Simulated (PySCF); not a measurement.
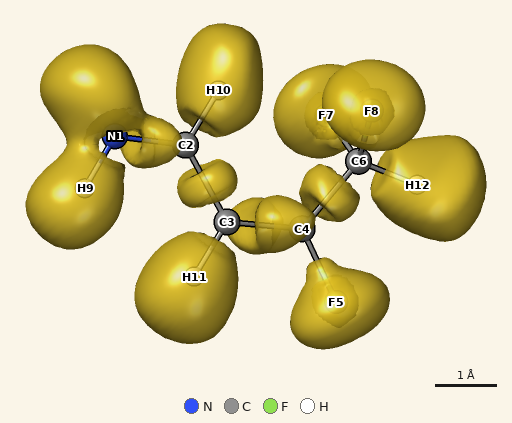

The picture shows: C$_{4}$H$_{4}$F$_{3}$N (SMILES [H]/N=C\C=C(\F)C(F)F). Isosurface of the electron localisation function at 0.75 (yellow), seen at a tilt. Only the valence region is drawn (cores and ρ < 0.01 e/Å³ removed).

Geometry: GFN2-xTB.

Theory: PBE0/pcSseg-1, SCF density, gas phase, non-relativistic (PySCF).

```tsv
atom	x (Å)	y (Å)	z (Å)
N	2.5896	-0.6936	0.0640
C	1.3420	-0.5501	0.1029
C	0.6007	0.6480	-0.2881
C	-0.7240	0.7599	-0.2310
F	-1.3335	1.8989	-0.6100
C	-1.7095	-0.2853	0.2310
F	-1.6128	-1.4124	-0.5146
F	-1.4632	-0.6596	1.5096
H	3.1141	0.1132	-0.2745
H	0.7682	-1.3971	0.4608
H	1.1746	1.4938	-0.6464
H	-2.7451	0.0836	0.1704
```

### What do the ELF domains correspond to?

At this value the surface marks out three regions between bonded C–C atoms (shared pairs), three regions around hydrogen nuclei, three regions on F in which the atom's valence shell and bonds are merged and one joined region spread over several atoms (H, N), in which their bonds and any lone pairs are merged.

Values along the shortest contacts:
C–N (1.26 Å): the ELF peaks at about 0.90 between the atoms (a multiple bond). C–C (1.33 Å): the ELF peaks at about 0.95 between the atoms; a multiple bond.
